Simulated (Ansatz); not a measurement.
# Abstraction of H: C2H2 + GeH(CH3)(SeH) → C2H + GeH2(CH3)(SeH)

Species: C2H2 (acetylene) `C#C`, singlet; GeH(CH3)(SeH), doublet; C2H `[C]#C`, doublet; GeH2(CH3)(SeH), singlet. A radical takes H: the energy is the difference in strength between the C–H bond broken and the Ge–H bond made.

Shapes, held fixed at every level: PBE0-D4/def2-TZVP. Flexible molecules stand in one conformer, not always the lowest. Programs: Ansatz 0.2.0. The zero-point and thermal change to 298 K, harmonic and unscaled (PBE0-D4/def2-TZVP), is -8.1 kJ/mol.

| level | kind | ΔH(298 K) (kJ/mol) |
| --- | --- | --- |
| HF/def2-TZVPP | Hartree–Fock | +160.2 |
| SPW92/def2-TZVPP | LDA | +243.7 |
| B3LYP-D4/def2-TZVPP | global hybrid | +228.0 |
| BHLYP-D4/def2-TZVPP | global hybrid | +218.0 |
| PBE0-D4/def2-TZVPP | global hybrid | +221.9 |
| r2SCAN0-D4/def2-TZVPP | global hybrid | +210.5 |
| B2PLYP/def2-TZVPP | double hybrid | +224.2 |

B2PLYP/def2-TZVPP gives ΔH(298 K) = +224.2 kJ/mol; the levels span +160.2 to +243.7. The median of the levels is +221.9. No measured value is set beside it here. Spin contamination: C2H (⟨S²⟩ up to 1.11). Open shells run unrestricted. Relativity is left out for Ge, Se. Outer-core shells of Ge, Se are correlated, in sets that cover them unevenly.

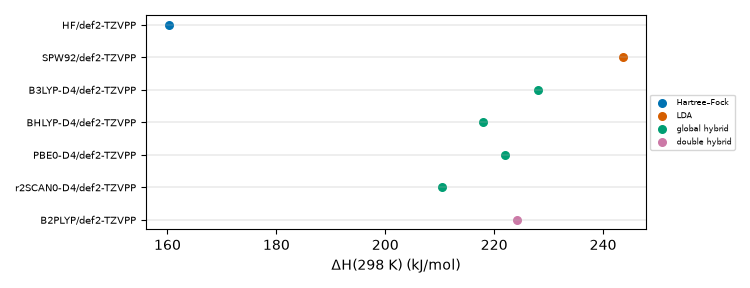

The values of the table, level by level.
